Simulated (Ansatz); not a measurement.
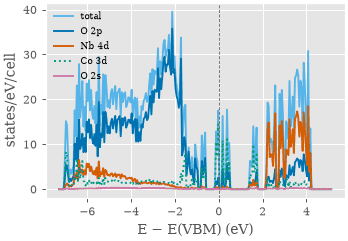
Figure: Total and projected density of states of Co$_{2}$Li$_{5}$Nb$_{5}$O$_{18}$ in space group P3 (No. 143; Pearson symbol hP30), r²SCAN (plane waves, PAW; program Ansatz)

### Question
Which orbitals carry the states next to the gap?

### Answer
Top 1 eV of the valence band: Co 3d 58 %, O 2p 37 %. Bottom 1 eV of the conduction band: Co 3d 63 %, O 2p 31 %. Projections are on Löwdin-orthogonalised atomic valence shells; empty p or d shells of many metals are not among them.

### Question
Where is the tallest occupied peak in this window, and what makes it?

### Answer
Near -2.1 eV, about 40 states/eV per cell; the largest projected share is O 2p.

The start of the workflow was typed in or built on a structure type; neither database checked (COD, Materials Project) lists it. Its standing as an ambient phase is unchecked. The r²SCAN relaxation kept the symmetry of its start; whether a distortion lowers the energy is not shown. Magnetic state: ferromagnetic, chosen from 2 collinear starts compared on coarse meshes (ties went to the first, and starts can fall back to one state), not a proven ground state. Other orbital occupations within this spin state were not tried. No Hubbard U is applied. Spin–orbit coupling is left out wherever it is not named.

Potentials: the later of the program's two PAW sets.
